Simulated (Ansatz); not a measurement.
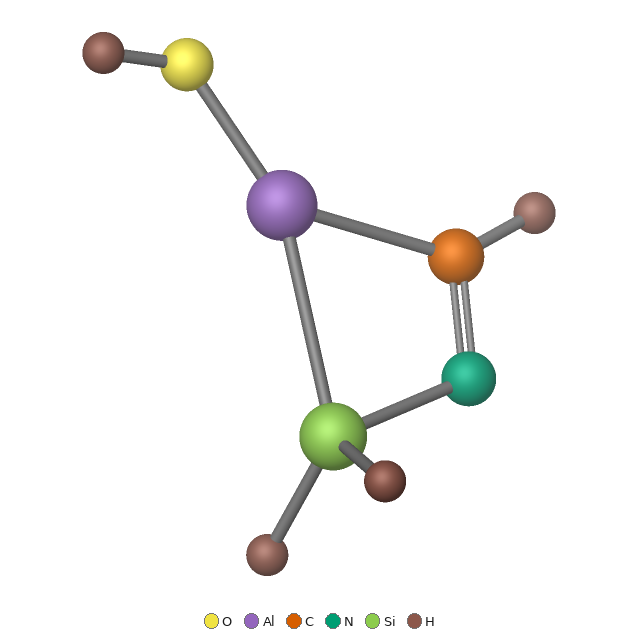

The picture shows a molecular structure as a ball-and-stick model. Double and triple bonds are drawn as two and three sticks.

> Give the formula.

CH4AlNOSi, 9 atoms: 1 carbon, 4 hydrogen, 1 aluminium, 1 nitrogen, 1 oxygen and 1 silicon.

> Name functional groups in it.

Among them: imine, Si–H bond, Si–N bond.

> What is the point group of this geometry?

Cs.

> Write the SMILES.

[OH][Al]1[CH]=N[SiH2]1

> How many bonds of each kind are drawn?

2 Si–H, 1 Al–O, 1 C–Al, 1 C–N, 1 N–Si, 1 Al–Si, 1 O–H, 1 C–H.

More results for the same structure follow; atom numbers are the same in all pictures, views and colours differ. The computed structure is the end point of a PBE0-D4/def2-TZVP optimisation.

**Levels of theory compared**

Program: Ansatz 0.2.0.

Tabulate HOMO energy (eV), HOMO–LUMO gap (eV) at these levels: B3LYP-D4/def2-TZVPP; B97M-V/def2-TZVPP; BHLYP-D4/def2-TZVPP; CAM-B3LYP-D4/def2-TZVPP; PBE0-D4/def2-QZVPP; PBE0-D4/def2-SVP; PBE0-D4/def2-TZVPP; SPW92 (LDA)/def2-TZVPP; ωB97M-V/def2-QZVPP; ωB97M-V/def2-TZVPP.

| level | HOMO energy (eV) | HOMO–LUMO gap (eV) |
| --- | --- | --- |
| B3LYP-D4/def2-TZVPP | −6.26 | 4.39 |
| B97M-V/def2-TZVPP | −5.55 | 3.13 |
| BHLYP-D4/def2-TZVPP | −7.57 | 6.86 |
| CAM-B3LYP-D4/def2-TZVPP | −7.75 | 7.17 |
| PBE0-D4/def2-QZVPP | −6.49 | 4.76 |
| PBE0-D4/def2-SVP | −6.33 | 4.79 |
| PBE0-D4/def2-TZVPP | −6.46 | 4.78 |
| SPW92 (LDA)/def2-TZVPP | −5.45 | 2.59 |
| ωB97M-V/def2-QZVPP | −8.67 | 8.73 |
| ωB97M-V/def2-TZVPP | −8.63 | 8.85 |

**Charges**

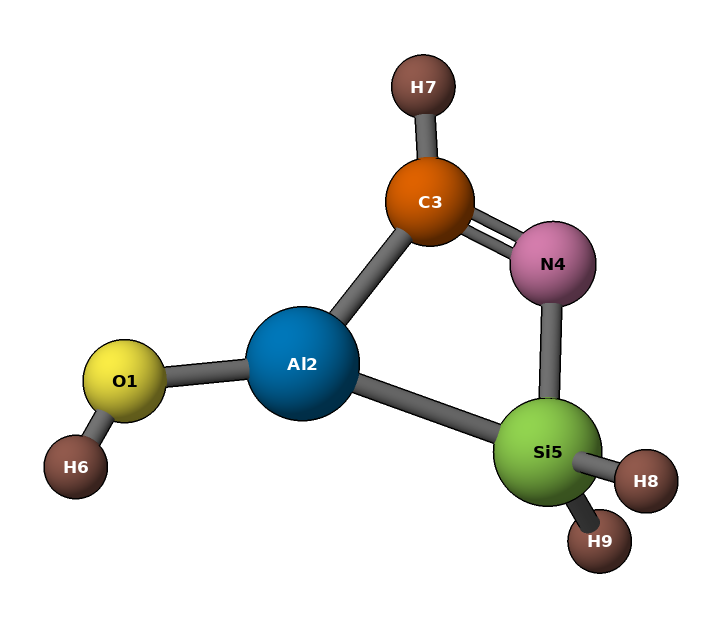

The questions are on Mulliken charges. Level of theory: RKS PBE-D4/def2-TZVPP (Ansatz 0.2.0).

> Which atom carries the highest charge (most positive or least negative)?

Al2 (0.32 e).

> And the lowest?

O1 (−0.33 e).

Give the Mulliken charges atom by atom.

```tsv
atom	value (e)
O1	−0.33
Al2	0.32
C3	−0.13
N4	−0.17
Si5	0.16
H6	0.17
H7	0.09
H8	−0.06
H9	−0.06
```

**Vibrations**

Harmonic vibrations computed with RKS PBE0-D4/def2-TZVP (Ansatz 0.2.0) at a stationary point of the same level.

> List the wavenumbers.

21 modes: 76, 160, 258, 321, 331, 413, 456, 542, 656, 660, 674, 764, 884, 884, 954, 1277, 1592, 2203, 2208, 3035, 3960 cm⁻¹.

**Thermal motion**

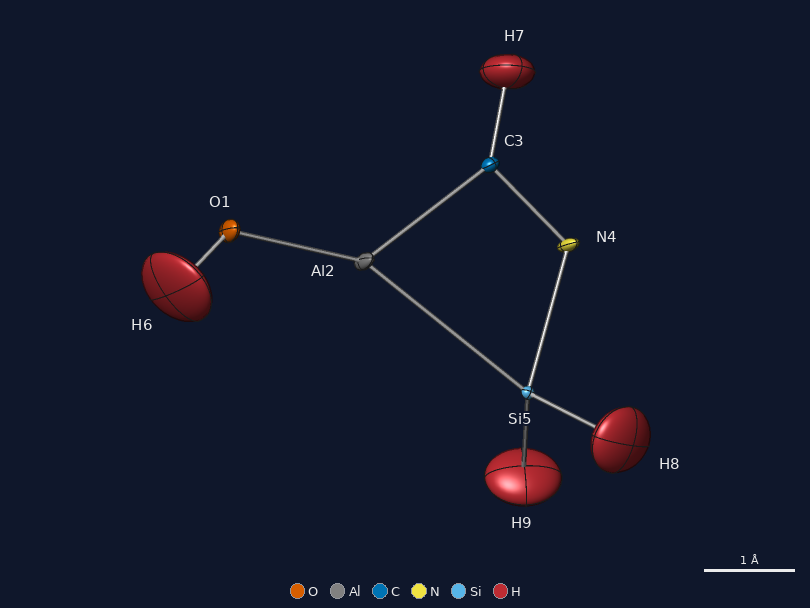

Displacement ellipsoids at the 50 % level, enlarged 1.5 times, from the internal vibrations of the free molecule (harmonic, no overall translation or rotation; no half-axis is drawn under 0.075 Å). Vibrations computed with RKS PBE0-D4/def2-TZVP (Ansatz 0.2.0). Temperature: 100 K.

> Which atom has the largest mean-square displacement?

H6, with U_eq = 0.0381 Å².

> Does H6 move more along its bond or across it?

Across it: the root-mean-square amplitude is 0.080 Å along the bond and up to 0.263 Å across, since bending and torsion are softer than stretching.

List U_eq and the three principal root-mean-square amplitudes for each kind of atom.

| atom | U_eq (Å²) | rms amplitudes (Å) |
| --- | --- | --- |
| O1 | 0.0040 | 0.040, 0.055, 0.086 |
| Al2 | 0.0034 | 0.029, 0.041, 0.088 |
| C3 | 0.0022 | 0.037, 0.049, 0.054 |
| N4 | 0.0035 | 0.032, 0.043, 0.088 |
| Si5 | 0.00072 | 0.015, 0.024, 0.036 |
| H6 | 0.0381 | 0.077, 0.197, 0.263 |
| H7 | 0.0156 | 0.082, 0.130, 0.153 |
| H8, H9 | 0.0234 | 0.088, 0.167, 0.186 |

Mulliken values depend strongly on the basis set and can even reverse the polarity of a bond.
